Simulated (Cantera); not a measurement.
Feed: 1 mol AlI3, 0.27 mol O2, 77 mol N2, equilibrated at 4.70 mbar.

These are equilibrium values from Cantera (NASA tables, ideal gas, pure condensed phases), not measurements of a reactor. Candidate condensed phases: Al, AlI3, AlN, Al2O3, I2; 21 gas species. Mutual solubility and eutectic melting of coexisting phases are not modelled. The numbers say what is thermodynamically allowed, not how fast it happens.

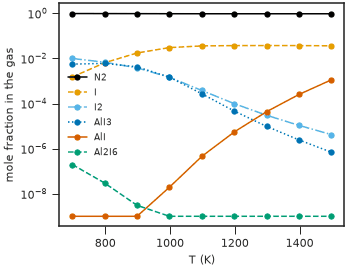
Figure. Equilibrium gas composition (values under 1e-9 drawn at 1e-9)

From 698 K to 1498 K the condensed part is AlN(s) + Al2O3(s). The main Al-bearing gas is AlI3 at 698 K and AlI at 1498 K.
